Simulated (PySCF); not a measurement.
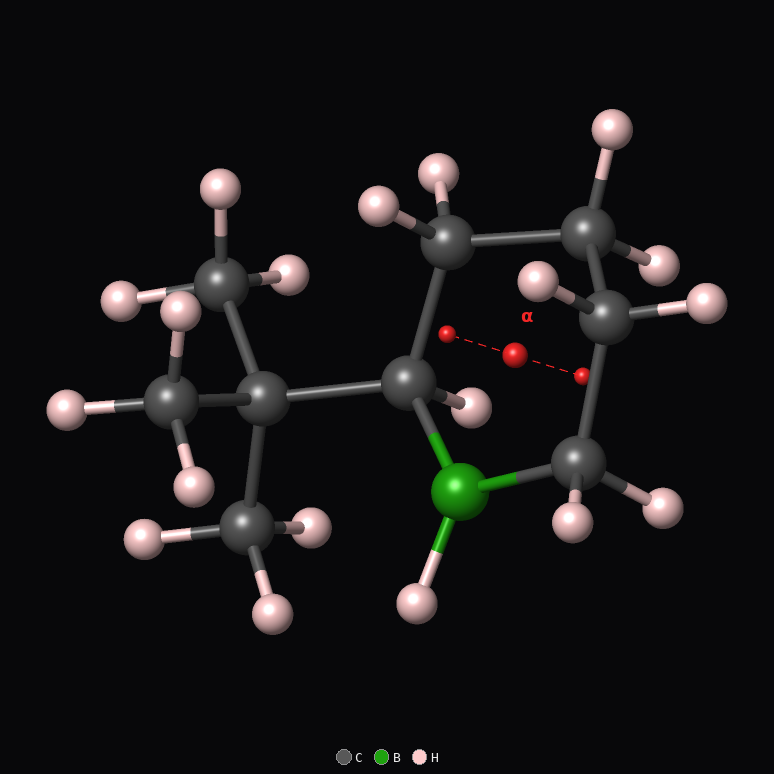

The small points mark where nucleus-independent chemical shifts (NICS) were computed: at the centre of each lettered ring and 1 Å above and below it. The computed structure is the end point of a PBE0-D3(BJ)/def2-SVP optimisation. No frequency run is at hand to confirm it as a minimum. Method: GIAO B97-2/pcSseg-1 NMR shielding, non-relativistic, gas phase (PySCF 2.14.0).

Give NICS(0), NICS(1) and the out-of-plane component NICS(1)zz for each ring (means of the two sides).

```
ring  members  NICS(0)  NICS(1)  NICS(1)zz
   α      C5B      1.4     −1.3        3.4
```

Values in ppm.

> What do the values say about the ring currents?

Ring α: weak, as in a non-aromatic ring. NICS is one index among several.
